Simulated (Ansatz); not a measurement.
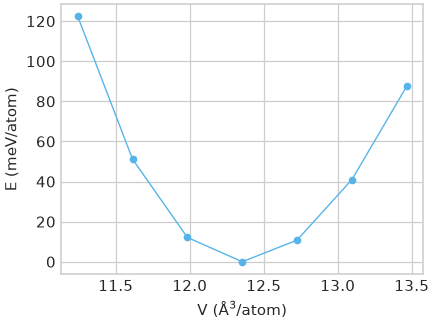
*W2N (anti-CdI2 type, P-3m1) under volume change, DFT-PBE in the program Ansatz with PAW potentials, shape and atoms relaxed at each volume.*

Task: What does a third-order Birch–Murnaghan fit give for V₀, B₀ and B′?

Result: V₀ = 12.35 Å³/atom, B₀ = 329 GPa, B′ = 4.6.

The cell is a constructed one: a structure type filled with these elements; neither database checked (COD, Materials Project) lists it. Its standing as an ambient phase is unchecked. The cell was relaxed with PBE under the symmetry of its start; whether a distortion lowers the energy is not shown. No spin polarisation was allowed. Scalar-relativistic: spin–orbit coupling is off unless named, which matters more the heavier the elements.

Potentials: the earlier of the program's two PAW sets.
